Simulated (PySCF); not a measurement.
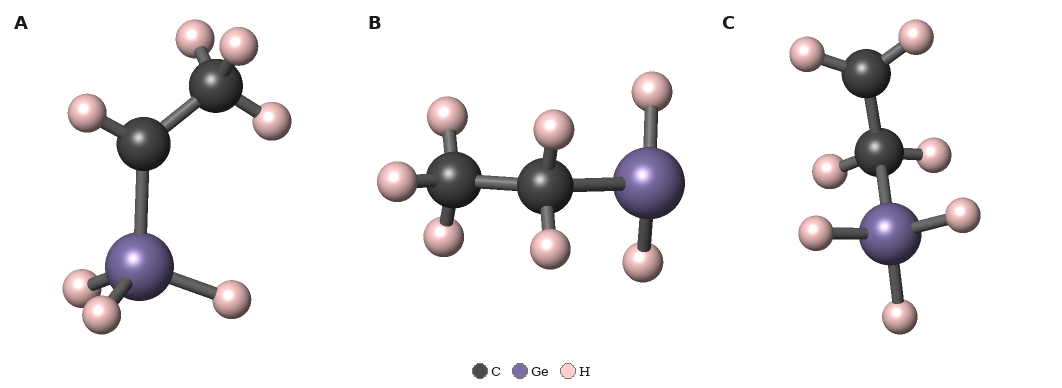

(Drawn from a calculation with PySCF.)

State: neutral, doublet.

**Which panel belongs to which SMILES?**
(1) C[CH2][GeH2]
(2) [CH2][CH2][GeH3]
(3) C[CH][GeH3]

A is (3), B is (1), C is (2).
